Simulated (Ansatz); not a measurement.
C₃H₆Al (SMILES C=[CH][Al+][CH3]) (charge +1)

```xyz
10

C     0.9338   -1.0102   -2.2391
C    -0.8672    0.8058    0.6100
C    -1.4790    0.1175    1.5959
Al    0.0318   -0.0777   -0.8139
H     1.9535   -0.6251   -2.3594
H     0.9915   -2.0828   -2.0174
H     0.3931   -0.8775   -3.1837
H    -0.8921    1.8958    0.6352
H    -1.5068   -0.9691    1.6542
H    -1.9908    0.6355    2.4061
```

Geometry: B3LYP/6-31G*.

These are results of isolated molecule in a Gaussian basis; Kohn-Sham density functional theory, functional PBE0 in Ansatz, not measurements.

### What can the converged electron density and electron localisation function tell about the bonding?

C–C (1.35 Å): ρ at the midpoint is about 2.3 e/Å³; the ELF peaks at about 0.95 between the atoms; a covalent bond.
C–Al (1.90 Å): ρ is about 0.77 e/Å³ halfway; the ELF peaks at about 0.95 between the atoms: a shared but strongly polarised pair.
C–H (1.09 Å): the density is about 2.1 e/Å³ at the midpoint; the ELF climbs to about 1 towards the hydrogen, as it does in any bond to H (a covalent bond by its length).

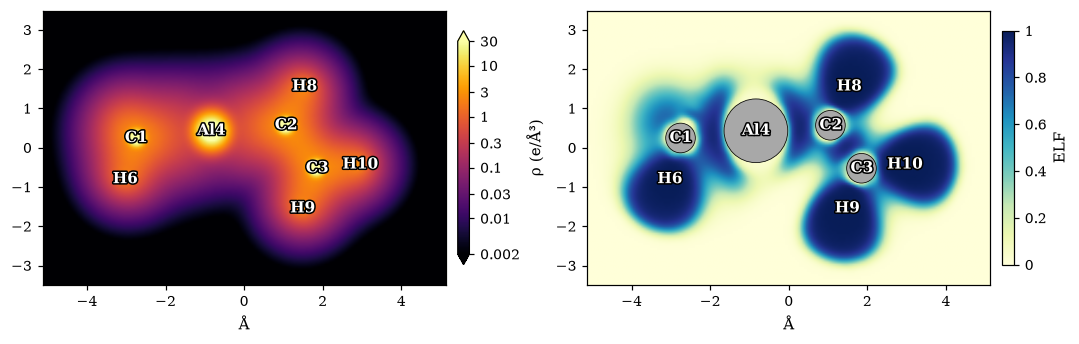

Computed electron density and electron localisation function on the plane of atoms C3, C2 and H8, in this order. Grey discs cover the atomic cores in the ELF map. 
